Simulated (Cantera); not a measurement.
Input: 1 mol Si, 0.53 mol Cl₂, 6.1 mol H₂, equilibrated at 0.390 bar.

Cantera equilibrium calculation (NASA polynomials, part measured and part estimated; ideal gas, pure solids and liquids). Candidate condensed phases: Si; 19 gas species. The tables' values for SiCl₃ are old estimates; treat these amounts as uncertain. Equilibrium is a limit: real reactors are often held back by kinetics, nucleation or transport.

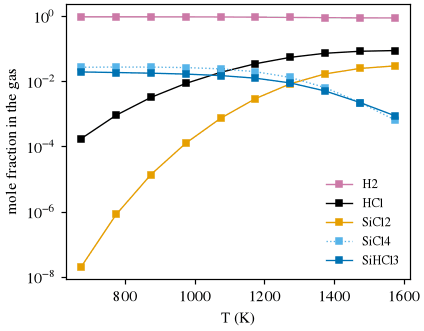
Equilibrium gas composition (values under 1e-9 drawn at 1e-9)

### Question
Read off the mole fractions at 1075 K.

### Answer
H₂ about 0.94, SiCl₄ about 0.024, HCl about 0.019, SiHCl₃ about 0.015, SiCl₂ about 0.00073.
